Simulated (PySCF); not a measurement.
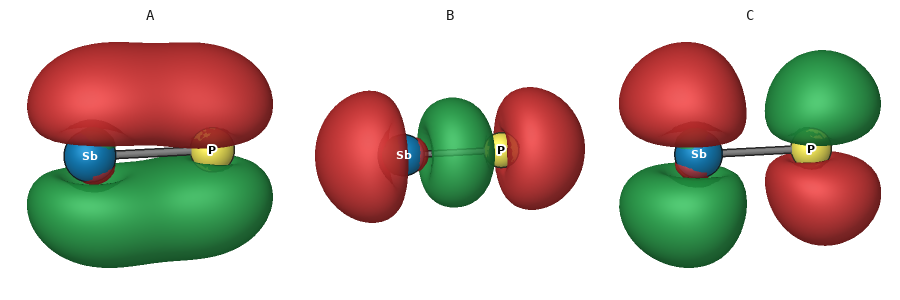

Figure 1: SbP. Three frontier orbitals, each drawn at the value that holds 80 % of its norm (green and red are the two phases), in no order; of a degenerate pair one member is drawn.

Core potentials replace the inner electrons of Sb.

Level of theory: PBE0/cc-pVDZ(-PP), non-relativistic Hamiltonian with scalar-relativistic core potentials where named, at a bond length of 2.204 Å (PySCF 2.14.0).

Label each orbital by symmetry, say whether it is occupied, and order them by energy.

Answer. Orbital B: σ, occupied, −7.54 eV; shared between the atoms (Sb 50 %, P 50 %).
Orbital A: π, occupied, −7.12 eV; bonding, with no node between the atoms.
Orbital C: π, empty, −2.70 eV; antibonding, with a node between the atoms.
